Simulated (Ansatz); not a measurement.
Input file:

```
crystal:
  periodic: [false, false, false]
  atoms:
    - { symbol: Al, position_ang: [0.178577, 0.101103, 0.026162] }
    - { symbol: C, position_ang: [0.993753, -0.106668, 1.784263] }
    - { symbol: H, position_ang: [0.510686, -0.371748, 2.740257] }
    - { symbol: H, position_ang: [1.768561, -0.871957, 1.577327] }
    - { symbol: H, position_ang: [1.53254, 0.851476, 1.891548] }
    - { symbol: H, position_ang: [1.596755, 0.581486, -0.401111] }
    - { symbol: "N", position_ang: [-1.381789, -0.022967, -0.834971] }
    - { symbol: H, position_ang: [-2.281422, -0.324537, -0.46259] }
    - { symbol: H, position_ang: [-1.452963, 0.163812, -1.834886] }
basis:
  gaussian: { orbitals: "6-31G*" }
hamiltonian:
  xc: pbe
  dispersion: d4
relax:
  f_tol: 0.03
  max_steps: 50
output:
  orbitals: {}
```

Command:

```sh
ansatz run input.yaml --threads 1 --pin off --max-ram 2048MiB --backend cpu --events-out ev --progress --plain --runs-dir out
```

The fields are those of the run's last geometry, not of the input's.

Method: RKS PBE-D4/6-31G* in Ansatz 0.2.0.

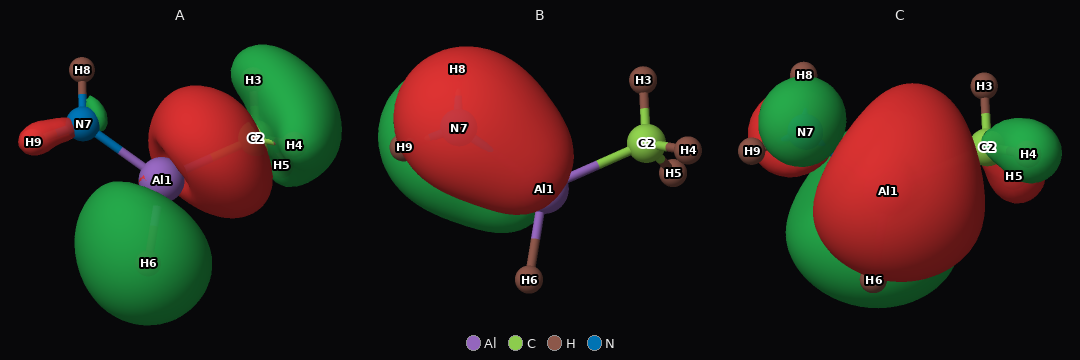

CH6AlN. Three frontier orbitals at ±0.08 Å⁻³ᐟ² (green and red are the two phases), in no order.

Q: Which picture is the HOMO−1, the HOMO and the LUMO?

A: A is the HOMO−1 (−6.42 eV). By Hirshfeld shares it lies mainly on C2 (about 40 %), Al1 (about 25 %) and H6 (about 25 %). B is the HOMO (−5.63 eV). It lies mainly on N7 (about 70 %); largely a lone pair of N7. C is the LUMO (−0.73 eV). Its weight (Hirshfeld) is mainly on Al1 (about 70 %), N7 (about 15 %) and C2 (about 5 %).

Q: What is the HOMO–LUMO gap?

A: 4.90 eV between the orbital energies.
